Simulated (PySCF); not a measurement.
```yaml
atoms:
  - { symbol: B, position_ang: [1.3253, -0.1483, 0.2594] }
  - { symbol: O, position_ang: [0.1607, 0.4341, 0.5692] }
  - { symbol: C, position_ang: [-1.0383, 0.1754, -0.1159] }
  - { symbol: H, position_ang: [1.3847, -0.9531, -0.6503] }
  - { symbol: H, position_ang: [2.2873, 0.1651, 0.9204] }
  - { symbol: H, position_ang: [-1.3987, 1.1046, -0.5833] }
  - { symbol: H, position_ang: [-0.9038, -0.5929, -0.8953] }
  - { symbol: H, position_ang: [-1.7991, -0.1660, 0.6022] }
```

Geometry: PBE0-D3(BJ)/def2-SVP.

Method: PySCF, wB97X-D/def2-SVPD, SCF density, gas phase.

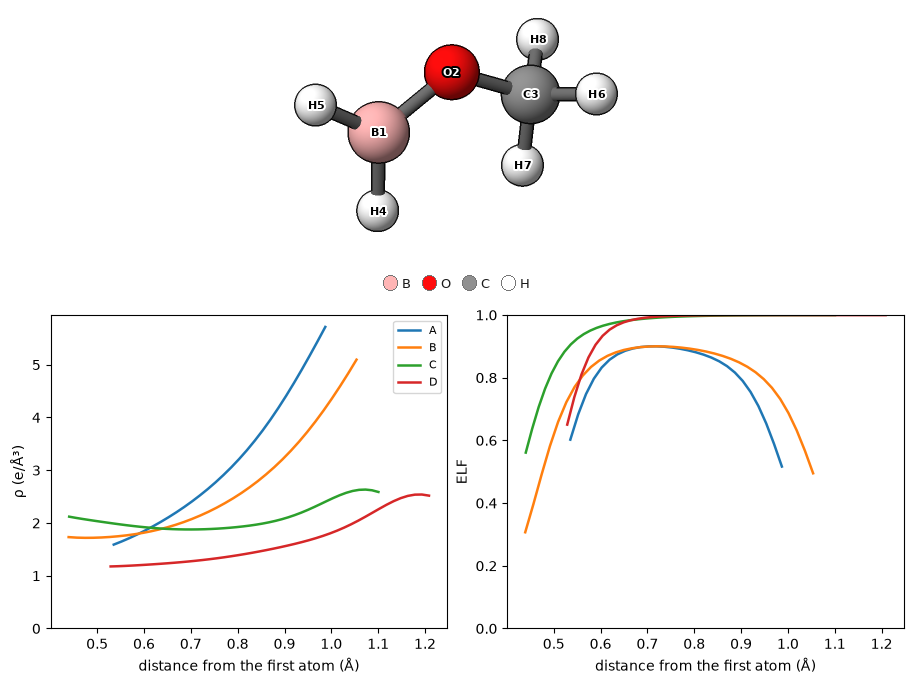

CH5BO (SMILES BOC). Electron density and ELF along straight lines between neighbouring atoms. The curves leave out the atomic cores. The structure is drawn too.

### Which curve belongs to which contact (B–H, B–O, C–H and C–O)? The first atom named is at distance zero.

Curve A: B–O (1.34 Å): ρ at the midpoint is about 2.2 e/Å³; the ELF peaks at about 0.90 between the atoms; a short, strongly polar bond. Curve B: C–O (1.40 Å): the density is about 2.1 e/Å³ at the midpoint, with its minimum of 1.7 e/Å³ about 0.5 Å from C; the ELF peaks at about 0.90 between the atoms; a shared but strongly polarised pair. Curve C: C–H (1.10 Å): ρ at the midpoint is about 2 e/Å³; the ELF climbs to about 1 towards the hydrogen, as it does in any bond to H; an ordinary covalent bond to hydrogen. Curve D: B–H (1.21 Å): ρ is about 1.2 e/Å³ halfway; the ELF climbs to about 1 towards the hydrogen (a covalent bond by its length).
